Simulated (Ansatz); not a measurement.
# AlCl3: molecular dynamics

The plan is to follow the molecule's vibrations and see whether its bonds hold. The start is relaxed first. Runs: 250 steps of 1 fs under a Langevin thermostat at 700 K; 250 steps of 1 fs under a Langevin thermostat at 300 K.

All numbers below are computed with Ansatz 0.2.0 (RHF/def2-SVP).

## Step 1: The system as given

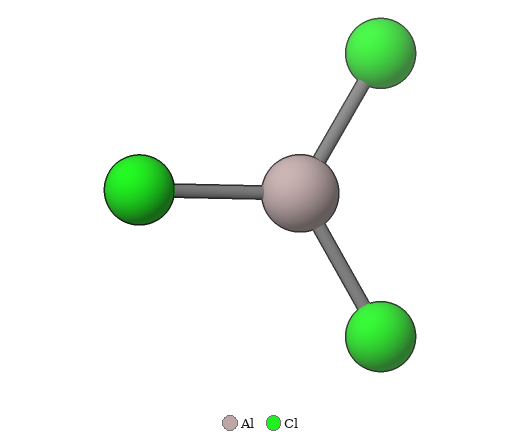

The starting structure, seen from a chosen angle (aluminium light grey, chlorine green).

Structure file:

```xyz
4

Al    0.0000    0.0000    0.0000
Cl    0.0000    0.0000    2.2300
Cl    1.9312    0.0000   -1.1150
Cl   -1.9312    0.0000   -1.1150
```

## Step 2: Preparing the start

input.yaml reads:

```yaml
crystal:
  periodic: [false, false, false]
  atoms:
    - { symbol: Al, position_ang: [0.0, 0.0, 0.0] }
    - { symbol: Cl, position_ang: [0.0, 0.0, 2.23] }
    - { symbol: Cl, position_ang: [1.9312, 0.0, -1.115] }
    - { symbol: Cl, position_ang: [-1.9312, 0.0, -1.115] }
basis:
  gaussian: { orbitals: def2-SVP }
hamiltonian:
  xc: hf
relax:
  f_tol: 0.02
  max_steps: 40
```

Run with:

```sh
$ ansatz run input.yaml --threads 1 --pin off --max-ram 2048MiB --backend cpu --events-out ev --progress --plain --runs-dir out
```

The program printed, shortened:

```text
Warning: RAYON_NUM_THREADS=1 ignored (pool sized by the plan → 1); use --threads N
[...]
Functional definition: HF
[...]
688 factors; integrals over basis functions are off by at most 1.4e-4 eV
[...]
mean field -44085.54386658 eV, -1620.1138548420 hartree, gradient 1.1e-5 eV, S^2 0.000000; 0 other end points of the search recorded, 0 dependent functions left out
[...]
reference -44085.54386658 eV, -1620.1138548420 hartree; 32, 32 occupied and 40, 40 virtual orbitals, 688 factors
relax step   1: F+E_penalty+E_count = -44085.54386658 eV  Δ(F+E_penalty+E_count) = +0.000e0 eV  max|allowed force component| = 2.309e0 eV/Å  Δτ_max = 0.0000 Å  (25 SCF iters, accepted)
[...]
relax step   3: F+E_penalty+E_count = -44086.11867285 eV  Δ(F+E_penalty+E_count) = -2.618e-3 eV  max|allowed force component| = 4.745e-2 eV/Å  Δτ_max = 0.0118 Å  (25 SCF iters, accepted)
[...]
relax step   4: F+E_penalty+E_count = -44086.11883223 eV  Δ(F+E_penalty+E_count) = -1.594e-4 eV  max|allowed force component| = 5.879e-3 eV/Å  Δτ_max = 0.0026 Å  (21 SCF iters, accepted)
688 factors; integrals over basis functions are off by at most 1.6e-4 eV
mean field -44086.11883223 eV, -1620.1349844398 hartree, gradient 8.1e-6 eV, S^2 0.000000; 1 other end points of the search recorded, 0 dependent functions left out
[...]
reference -44086.11883223 eV, -1620.1349844398 hartree; 32, 32 occupied and 40, 40 virtual orbitals, 688 factors
Total energy: -44086.11883223 eV, -1620.1349844398 hartree
Atom 0 at     0.000000    -0.000000    -0.000002 Å, force    -0.000000    -0.000000     0.000004 eV/Å
Atom 1 at    -0.000000    -0.000000     2.080146 Å, force     0.000000     0.000000    -0.005879 eV/Å
Atom 2 at     1.801464     0.000000    -1.040072 Å, force    -0.005108    -0.000000     0.002937 eV/Å
Atom 3 at    -1.801464     0.000000    -1.040072 Å, force     0.005108    -0.000000     0.002937 eV/Å
Dipole moment:     0.000000     0.000000    -0.000003 e Å
```

Wall time 3.2 s (1 thread of Arm Neoverse V2, shared host); peak memory 0.13 GiB.

The steps of the relaxation:

```
step  energy from step 1 (eV)  largest force component (eV/Å)
   1                   0.0000                          2.3091
   2                  -0.5722                          0.1935
   3                  -0.5748                          0.0475
   4                  -0.5750                          0.0059
```

Step 1 is the start.

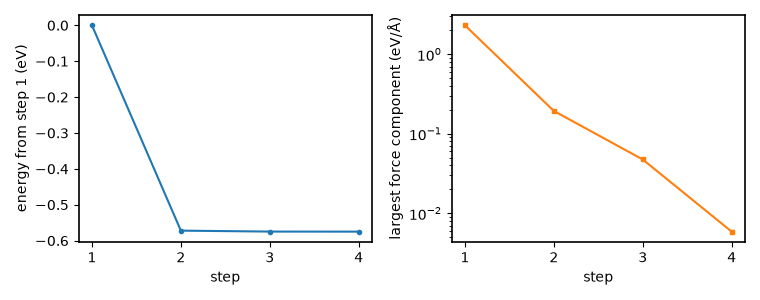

How energy and force went from step to step.

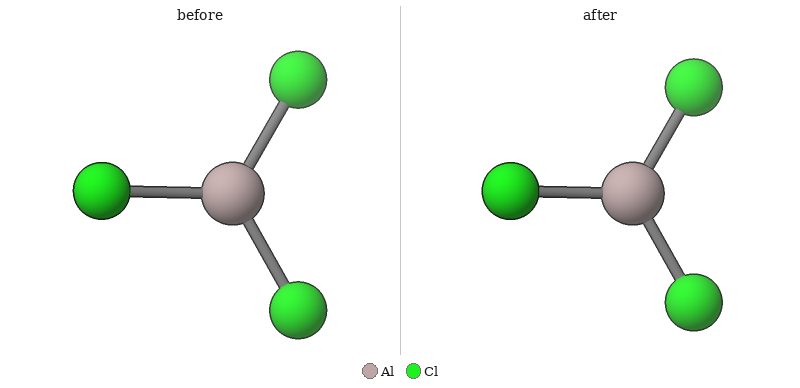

The structure before (left) and after (right), drawn at the same scale.

After: Bond lengths: Al1–Cl2 2.080 Å, Al1–Cl3 2.080 Å, Al1–Cl4 2.080 Å. Angles: Cl2–Al1–Cl3 120.0°, Cl2–Al1–Cl4 120.0°, Cl3–Al1–Cl4 120.0°.

## Step 3: Run 1

250 steps of 1 fs under a Langevin thermostat at 700 K, from the relaxed start.

input.yaml reads:

```yaml
crystal:
  periodic: [false, false, false]
  atoms:
    - { symbol: Al, position_ang: [0.0, 0.0, -2.0e-06] }
    - { symbol: Cl, position_ang: [0.0, 0.0, 2.080146] }
    - { symbol: Cl, position_ang: [1.801464, 0.0, -1.040072] }
    - { symbol: Cl, position_ang: [-1.801464, 0.0, -1.040072] }
basis:
  gaussian: { orbitals: def2-SVP }
hamiltonian:
  xc: hf
md:
  timestep: 1.0
  n_steps: 250
  ensemble: nvt_langevin
  temperature: 700.0
  initial_velocities: maxwell_boltzmann
  seed: 6100
  friction: 0.01
```

Run with:

```sh
$ ansatz run input.yaml --threads 1 --pin off --max-ram 2048MiB --backend cpu --events-out ev --progress --plain --runs-dir out
```

The program printed, shortened:

```text
Warning: RAYON_NUM_THREADS=1 ignored (pool sized by the plan → 1); use --threads N
[...]
[... 1 set-up line as earlier in the session ...]
[...]
682 factors; integrals over basis functions are off by at most 3.3e-4 eV
[...]
mean field -44086.11882474 eV, -1620.1349841645 hartree, gradient 1.3e-5 eV, S^2 0.000000; 0 other end points of the search recorded, 0 dependent functions left out
[...]
reference -44086.11882474 eV, -1620.1349841645 hartree; 32, 32 occupied and 40, 40 virtual orbitals, 682 factors
md step     0: t =     0.00 fs  T =   525.0 K  F+E_penalty+E_count = -44086.11882474 eV  E_kin = 0.271446 eV  (25 SCF iters)
[...]
md step    30: t =    30.00 fs  T =   332.5 K  F+E_penalty+E_count = -44085.98018864 eV  E_kin = 0.171934 eV  (27 SCF iters)
[...]
md step    60: t =    60.00 fs  T =   319.4 K  F+E_penalty+E_count = -44085.94083516 eV  E_kin = 0.165145 eV  (25 SCF iters)
[...]
md step    90: t =    90.00 fs  T =   534.2 K  F+E_penalty+E_count = -44085.92077626 eV  E_kin = 0.276228 eV  (25 SCF iters)
[...]
md step   120: t =   120.00 fs  T =   367.2 K  F+E_penalty+E_count = -44085.90955261 eV  E_kin = 0.189854 eV  (27 SCF iters)
md step   121: t =   121.00 fs  T =   472.1 K  F+E_penalty+E_count = -44085.92209254 eV  E_kin = 0.244108 eV  (26 SCF iters)
md step   122: t =   122.00 fs  T =   571.2 K  F+E_penalty+E_count = -44085.93477052 eV  E_kin = 0.295339 eV  (26 SCF iters)
```

## Step 4: The output, continued: dynamics from the start

Output, continued, shortened:

```text
md step   123: t =   123.00 fs  T =   591.1 K  F+E_penalty+E_count = -44085.94781357 eV  E_kin = 0.305599 eV  (25 SCF iters)
[...]
md step   155: t =   155.00 fs  T =   775.9 K  F+E_penalty+E_count = -44086.02370880 eV  E_kin = 0.401149 eV  (25 SCF iters)
[...]
md step   187: t =   187.00 fs  T =   748.1 K  F+E_penalty+E_count = -44085.98807381 eV  E_kin = 0.386777 eV  (24 SCF iters)
[...]
md step   219: t =   219.00 fs  T =   883.4 K  F+E_penalty+E_count = -44085.99948692 eV  E_kin = 0.456729 eV  (25 SCF iters)
[...]
md step   249: t =   249.00 fs  T =   593.9 K  F+E_penalty+E_count = -44085.97791618 eV  E_kin = 0.307053 eV  (25 SCF iters)
[...]
md step   250: t =   250.00 fs  T =   578.1 K  F+E_penalty+E_count = -44085.98730093 eV  E_kin = 0.298891 eV  (26 SCF iters)
Total energy: -44085.98730093 eV, -1620.1301507536 hartree
Atom 0 at    -0.309739     0.306722    -0.035859 Å, force     0.739592    -0.361652    -1.675469 eV/Å
Atom 1 at    -0.203585     1.169800     1.787437 Å, force    -0.261839     0.487540     1.248460 eV/Å
Atom 2 at     1.591024    -0.356858    -0.737909 Å, force    -0.828113     0.024826     0.069702 eV/Å
Atom 3 at    -1.992865     0.389727    -1.292695 Å, force     0.350360    -0.150714     0.357308 eV/Å
Dipole moment:    -0.153555    -0.081904     0.098003 e Å
```

Run time: 2.6 min. Hardware: 1 thread of Arm Neoverse V2, shared host; peak memory 0.13 GiB.

## Step 5: What the atoms did

The trajectory, every 10 steps (energies from step 0):

```
time (fs)  T (K)  potential energy change (meV/atom)
      0.0    525                                 0.0
     10.0    302                                16.1
     20.0    312                                29.4
     30.0    333                                34.7
     40.0    275                                37.0
     50.0    438                                21.9
     60.0    319                                44.5
     70.0    302                                59.5
     80.0    584                                41.9
     90.0    534                                49.5
    100.0    801                                20.8
    110.0    594                                51.5
    120.0    367                                52.3
    130.0    533                                33.9
    140.0    647                                31.5
    150.0    640                                26.5
    160.0    699                                19.3
    170.0    877                                32.8
    180.0    716                                38.5
    190.0    788                                37.0
    200.0    824                                39.4
    210.0   1004                                11.3
    220.0    810                                32.4
    230.0    725                                41.9
    240.0    492                                36.6
    250.0    578                                32.9
```

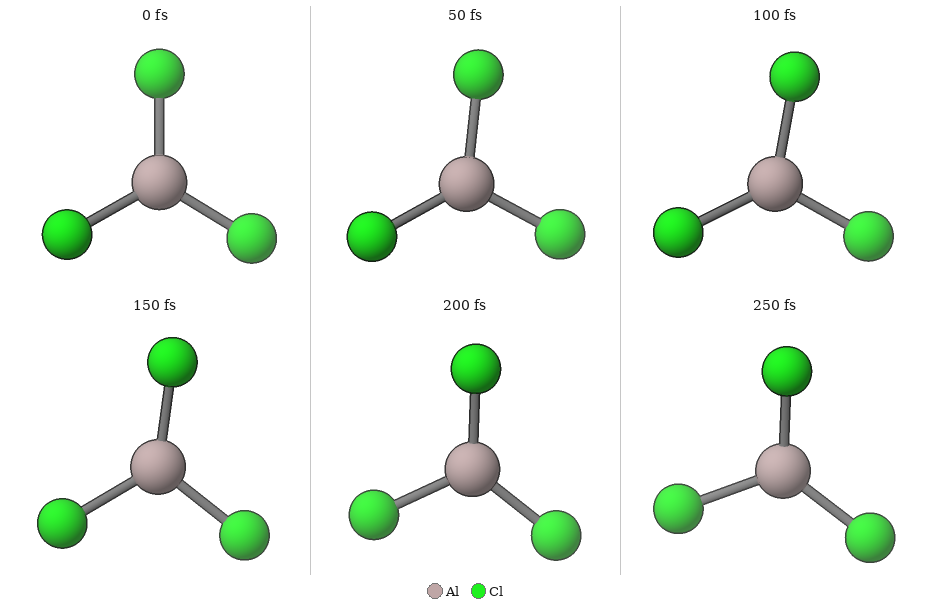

Six frames of the run, seen from a chosen angle. Sticks join atoms within a bonding distance in each frame.

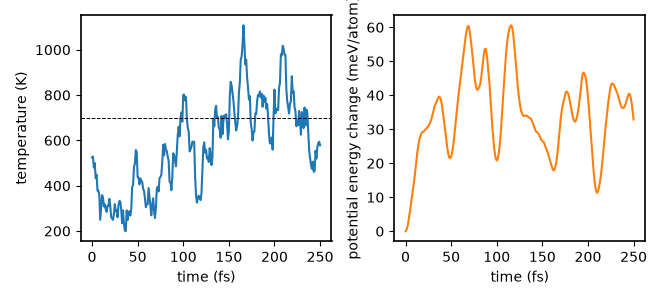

Time series of the run, each on its own scale. The dashed line is the set temperature.

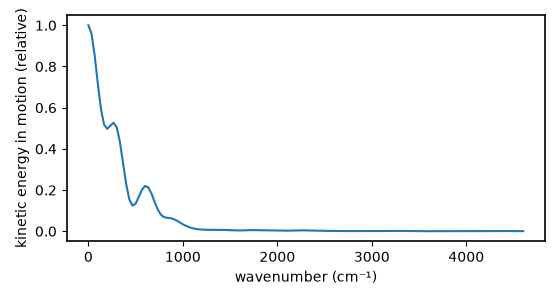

Power spectrum of the mass-weighted velocities; a run of 250 fs resolves no finer than about 270 cm⁻¹.

## Step 6: Positions and forces

Positions (Å) and forces (eV/Å):

```xyz
4
time_fs=31.0 T=330 dE=0.1435
Al    0.053   -0.001    0.031    0.261   -0.288   -1.232
Cl   -0.088    0.044    2.097    0.255    0.061    0.132
Cl    1.927   -0.123   -1.073   -1.404    0.147    0.872
Cl   -1.829   -0.074   -0.969    0.888    0.080    0.227
4
time_fs=62.0 T=390 dE=0.1945
Al    0.152    0.039   -0.063   -1.488   -0.386    1.713
Cl   -0.141    0.108    2.061    0.583    0.163   -0.828
Cl    1.941   -0.126   -1.009    0.763    0.093   -0.411
Cl   -1.727   -0.251   -0.917    0.142    0.130   -0.473
4
time_fs=94.0 T=625 dE=0.1416
Al    0.143   -0.029   -0.016    0.923   -0.318   -1.038
Cl   -0.129    0.279    1.973    0.310    0.222    1.172
Cl    2.026   -0.267   -0.998   -0.936    0.162    0.511
Cl   -1.677   -0.192   -0.966   -0.298   -0.066   -0.646
4
time_fs=125.0 T=559 dE=0.1524
Al    0.158   -0.180   -0.029   -0.377    1.119    0.983
Cl   -0.083    0.494    2.006    0.367   -0.612   -1.026
Cl    2.005   -0.319   -0.975   -0.079   -0.216    0.153
Cl   -1.620   -0.086   -1.112    0.090   -0.292   -0.110
4
time_fs=156.0 T=723 dE=0.0921
Al    0.066    0.053    0.021   -0.159   -0.121   -1.436
Cl   -0.054    0.666    1.981    0.044    0.010    0.300
Cl    1.822   -0.381   -1.056   -0.125    0.071    0.540
Cl   -1.614   -0.043   -1.266    0.240    0.039    0.596
4
time_fs=188.0 T=797 dE=0.1350
Al   -0.069    0.251   -0.102    0.758   -0.607   -0.547
Cl   -0.040    0.867    1.825   -0.095    0.487    1.064
Cl    1.643   -0.491   -0.995    0.544    0.004   -0.033
Cl   -1.696    0.007   -1.287   -1.207    0.116   -0.484
4
time_fs=219.0 T=883 dE=0.1193
Al   -0.217    0.192   -0.150    0.506    0.787    1.251
Cl   -0.056    1.056    1.814   -0.469   -0.453   -0.967
Cl    1.633   -0.436   -0.823    0.176   -0.285   -0.313
Cl   -1.889    0.206   -1.360   -0.213   -0.049    0.028
4
time_fs=250.0 T=578 dE=0.1315
Al   -0.310    0.307   -0.036    0.740   -0.362   -1.675
Cl   -0.204    1.170    1.787   -0.262    0.487    1.248
Cl    1.591   -0.357   -0.738   -0.828    0.025    0.070
Cl   -1.993    0.390   -1.293    0.350   -0.151    0.357
```

Reading of run 1. Against a set 700 K the second half averages 720 K with a spread of 135 K. No bond forms or breaks.

## Step 7: Run 2

250 steps of 1 fs under a Langevin thermostat at 300 K, starting from the last frame of an earlier run, with new velocities.

input.yaml reads:

```yaml
crystal:
  periodic: [false, false, false]
  atoms:
    - { symbol: Al, position_ang: [-0.309739, 0.306722, -0.035859] }
    - { symbol: Cl, position_ang: [-0.203585, 1.1698, 1.787437] }
    - { symbol: Cl, position_ang: [1.591024, -0.356858, -0.737909] }
    - { symbol: Cl, position_ang: [-1.992865, 0.389727, -1.292695] }
basis:
  gaussian: { orbitals: def2-SVP }
hamiltonian:
  xc: hf
md:
  timestep: 1.0
  n_steps: 250
  ensemble: nvt_langevin
  temperature: 300.0
  initial_velocities: maxwell_boltzmann
  seed: 869029
  friction: 1.0
```

Run with:

```sh
$ ansatz run input.yaml --threads 1 --pin off --max-ram 2048MiB --backend cpu --events-out ev --progress --plain --runs-dir out
```

The program printed, shortened:

```text
Warning: RAYON_NUM_THREADS=1 ignored (pool sized by the plan → 1); use --threads N
[...]
[... 1 set-up line as earlier in the session ...]
[...]
685 factors; integrals over basis functions are off by at most 1.9e-4 eV
[...]
mean field -44085.98733173 eV, -1620.1301518855 hartree, gradient 1.5e-5 eV, S^2 0.000000; 0 other end points of the search recorded, 0 dependent functions left out
[...]
reference -44085.98733173 eV, -1620.1301518855 hartree; 32, 32 occupied and 40, 40 virtual orbitals, 685 factors
md step     0: t =     0.00 fs  T =   225.0 K  F+E_penalty+E_count = -44085.98733173 eV  E_kin = 0.116334 eV  (25 SCF iters)
[...]
md step    30: t =    30.00 fs  T =   304.0 K  F+E_penalty+E_count = -44085.97344140 eV  E_kin = 0.157185 eV  (25 SCF iters)
[...]
md step    60: t =    60.00 fs  T =   524.8 K  F+E_penalty+E_count = -44085.95674549 eV  E_kin = 0.271353 eV  (25 SCF iters)
[...]
md step    90: t =    90.00 fs  T =   290.0 K  F+E_penalty+E_count = -44086.00979562 eV  E_kin = 0.149933 eV  (20 SCF iters)
[...]
md step   120: t =   120.00 fs  T =   186.3 K  F+E_penalty+E_count = -44086.05903580 eV  E_kin = 0.096322 eV  (17 SCF iters)
md step   121: t =   121.00 fs  T =   474.2 K  F+E_penalty+E_count = -44086.05803491 eV  E_kin = 0.245167 eV  (17 SCF iters)
md step   122: t =   122.00 fs  T =   218.8 K  F+E_penalty+E_count = -44086.05743734 eV  E_kin = 0.113117 eV  (20 SCF iters)
```

## Step 8: The log goes on: dynamics from the last frame of an earlier run

The log, continued, shortened:

```text
md step   123: t =   123.00 fs  T =   411.7 K  F+E_penalty+E_count = -44086.05503843 eV  E_kin = 0.212885 eV  (25 SCF iters)
[...]
md step   155: t =   155.00 fs  T =   475.3 K  F+E_penalty+E_count = -44086.06461342 eV  E_kin = 0.245734 eV  (25 SCF iters)
[...]
md step   187: t =   187.00 fs  T =   236.1 K  F+E_penalty+E_count = -44086.08085907 eV  E_kin = 0.122096 eV  (25 SCF iters)
[...]
md step   219: t =   219.00 fs  T =   213.0 K  F+E_penalty+E_count = -44086.09249552 eV  E_kin = 0.110137 eV  (25 SCF iters)
[...]
md step   249: t =   249.00 fs  T =   445.0 K  F+E_penalty+E_count = -44086.07535010 eV  E_kin = 0.230103 eV  (20 SCF iters)
[...]
md step   250: t =   250.00 fs  T =   221.8 K  F+E_penalty+E_count = -44086.08011202 eV  E_kin = 0.114686 eV  (26 SCF iters)
Total energy: -44086.08011202 eV, -1620.1335614985 hartree
Atom 0 at    -0.343826     0.349150    -0.085796 Å, force     0.998299     0.185086     0.461226 eV/Å
Atom 1 at    -0.281384     1.160243     1.848795 Å, force    -0.234424    -0.140619    -0.273170 eV/Å
Atom 2 at     1.511743    -0.324829    -0.804148 Å, force    -0.350863    -0.005778    -0.000921 eV/Å
Atom 3 at    -2.011031     0.352387    -1.283578 Å, force    -0.413012    -0.038688    -0.187135 eV/Å
Dipole moment:    -0.130843    -0.052983    -0.025949 e Å
```

Wall time 2.5 min (1 thread of Arm Neoverse V2, shared host); peak memory 0.13 GiB.

## Step 9: What the atoms did

One step in 18; energies are changes from step 0:

```
time (fs)  T (K)  potential energy change (meV/atom)
      0.0    225                                 0.0
     18.0    624                                -8.2
     36.0    266                                 5.4
     54.0    343                                 7.7
     72.0    123                                -4.3
     90.0    290                                -5.6
    108.0    460                                -7.8
    126.0    292                               -16.2
    144.0    270                               -17.8
    162.0    380                               -17.4
    180.0    263                               -21.5
    198.0    206                               -24.7
    216.0    206                               -25.5
    234.0    195                               -24.9
    250.0    222                               -23.2
```

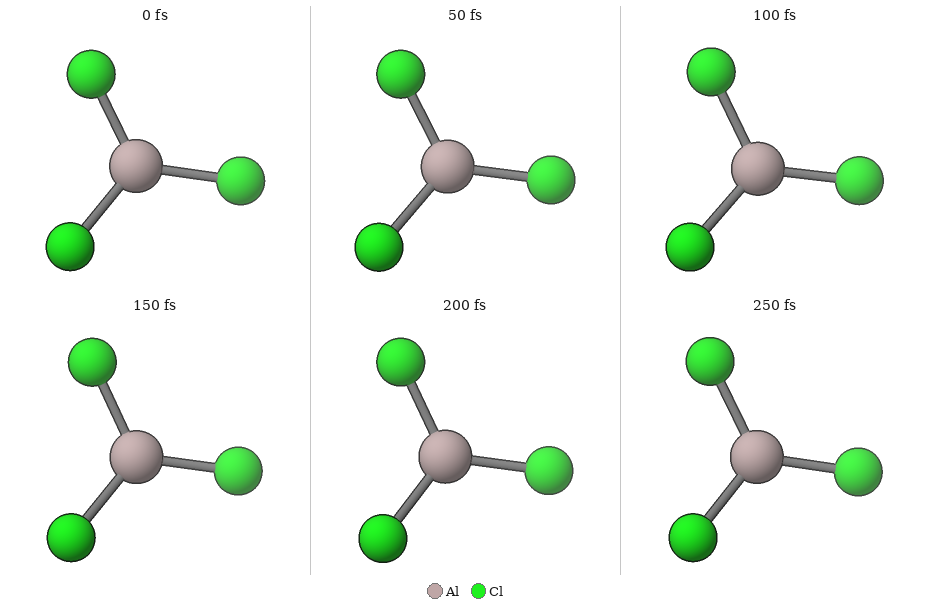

The system at six times, viewed from a chosen angle. Sticks join atoms within a bonding distance in each frame.

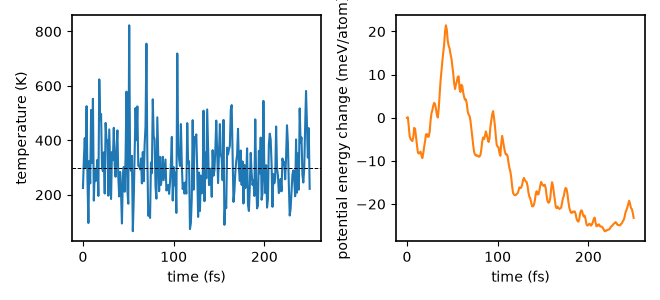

Time series of the run, each on its own scale. The dashed line is the set temperature.

## Step 10: Frames from the trajectory

Extended XYZ, with forces in eV/Å:

```xyz
4
time_fs=31.0 T=184 dE=0.0125
Al   -0.321    0.287   -0.067    1.654   -0.111   -0.792
Cl   -0.217    1.173    1.782   -0.274    0.147    0.592
Cl    1.628   -0.345   -0.764   -1.269    0.131    0.217
Cl   -1.981    0.390   -1.297   -0.111   -0.167   -0.018
4
time_fs=62.0 T=305 dE=0.0235
Al   -0.334    0.288   -0.093    1.914    0.012   -0.332
Cl   -0.215    1.159    1.782   -0.331   -0.004    0.250
Cl    1.627   -0.346   -0.769   -1.321    0.141    0.195
Cl   -1.973    0.407   -1.333   -0.262   -0.148   -0.113
4
time_fs=94.0 T=236 dE=0.0033
Al   -0.313    0.296   -0.135    2.053    0.438    1.162
Cl   -0.247    1.170    1.806   -0.269   -0.395   -0.668
Cl    1.624   -0.323   -0.790   -0.954    0.069    0.085
Cl   -1.963    0.373   -1.306   -0.830   -0.112   -0.578
4
time_fs=125.0 T=422 dE=-0.0652
Al   -0.314    0.307   -0.114    0.791    0.231   -0.147
Cl   -0.238    1.164    1.777   -0.275   -0.029    0.138
Cl    1.587   -0.304   -0.798   -0.565   -0.063   -0.051
Cl   -2.014    0.365   -1.308    0.048   -0.138    0.061
4
time_fs=156.0 T=90 dE=-0.0788
Al   -0.319    0.320   -0.096    1.042    0.068   -0.267
Cl   -0.266    1.195    1.772   -0.181    0.070    0.375
Cl    1.562   -0.312   -0.824   -0.578   -0.011    0.059
Cl   -2.012    0.350   -1.268   -0.284   -0.127   -0.168
4
time_fs=188.0 T=253 dE=-0.0956
Al   -0.312    0.335   -0.070    0.338    0.035   -0.673
Cl   -0.274    1.187    1.812   -0.171    0.044    0.281
Cl    1.541   -0.310   -0.836   -0.454    0.003    0.094
Cl   -2.024    0.337   -1.283    0.288   -0.082    0.297
4
time_fs=219.0 T=213 dE=-0.1052
Al   -0.329    0.339   -0.076    0.379    0.112   -0.223
Cl   -0.275    1.176    1.819   -0.209    0.030    0.178
Cl    1.512   -0.325   -0.808   -0.185   -0.083   -0.060
Cl   -2.027    0.336   -1.279    0.014   -0.059    0.105
4
time_fs=250.0 T=222 dE=-0.0928
Al   -0.344    0.349   -0.086    0.998    0.185    0.461
Cl   -0.281    1.160    1.849   -0.234   -0.141   -0.273
Cl    1.512   -0.325   -0.804   -0.351   -0.006   -0.001
Cl   -2.011    0.352   -1.284   -0.413   -0.039   -0.187
```

Reading of run 2. Against a set 300 K the second half averages 301 K with a spread of 105 K. A friction of 1 per fs wipes out velocities within 1 fs: the temperature is held, but the motion is overdamped and says nothing of rates. The bonds all hold.

## Step 11: What came out

```
                               quantity                                    value
                relaxation of the start                  3 moves, 0.575 eV lower
                          run 1: length                        250 steps of 1 fs
run 1: temperature, first and last step                            525 and 578 K
        run 1: temperature, second half           mean 720 K, from 461 to 1108 K
   run 1: potential energy, second half  +32 meV/atom from this run's first step
          run 1: bonds formed or broken                                        0
                          run 2: length                        250 steps of 1 fs
run 2: temperature, first and last step                            225 and 222 K
        run 2: temperature, second half             mean 301 K, from 90 to 581 K
   run 2: potential energy, second half  -21 meV/atom from this run's first step
          run 2: bonds formed or broken                                        0
```

In words: Mean temperatures of the second halves: 720 K, 301 K. No bond formed or broke in any run. 250 fs on 4 atoms is far too short and small for converged averages.
